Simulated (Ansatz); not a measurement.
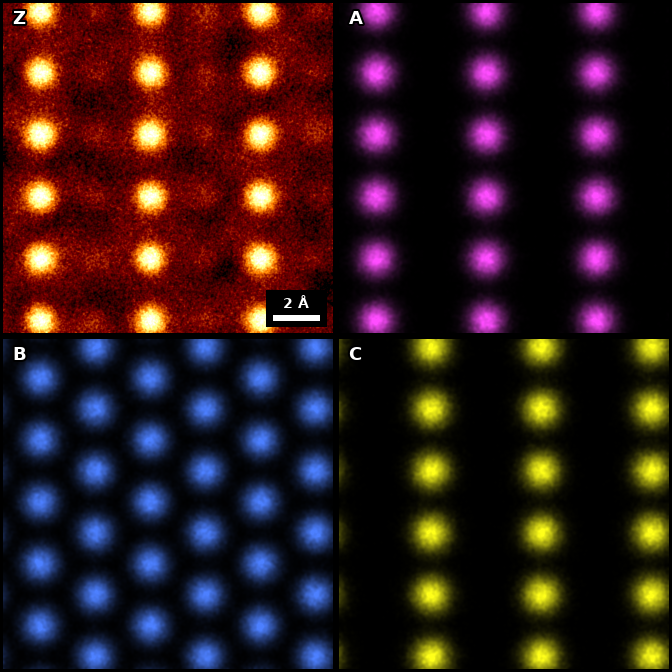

KHgF₂ (P4/mmm, No. 123) along [101]. Panel Z: The image is simulated as a sum over atoms of Z^1.8, blurred by a 0.94 Å probe (no channelling). The probe carries 15 % of its weight in a tail 2.5 times as wide. The display is stretched by a gamma of 0.65; percentages refer to the linear signal. Shot noise and the speckle of an amorphous layer were added. The other panels are simulated element maps (the number of atoms of one element along the beam, blurred by 1.2 Å, with counting noise; each on its own scale, no channelling). Structure used: the input geometry of an electronic-structure calculation (not necessarily at equilibrium); the starting structure was generated, so it need not be a known form of this composition.

```
K Hg F
1.0
     4.88364    0.00000    0.00000
     0.00000    4.88364    0.00000
     0.00000    0.00000    3.32144
K Hg F
1 1 2
Direct
  0.50000 0.50000 0.50000
  0.00000 0.00000 0.00000
  0.50000 0.00000 0.00000
  0.00000 0.50000 0.00000
```

> Which element does each lettered map show?

A: Hg, B: F, C: K. The projected cell (2.75 × 4.88 Å, 90°) holds 3 columns: 1 of K + F, 1 of Hg and 1 of F. Columns shared by several elements: K + F.
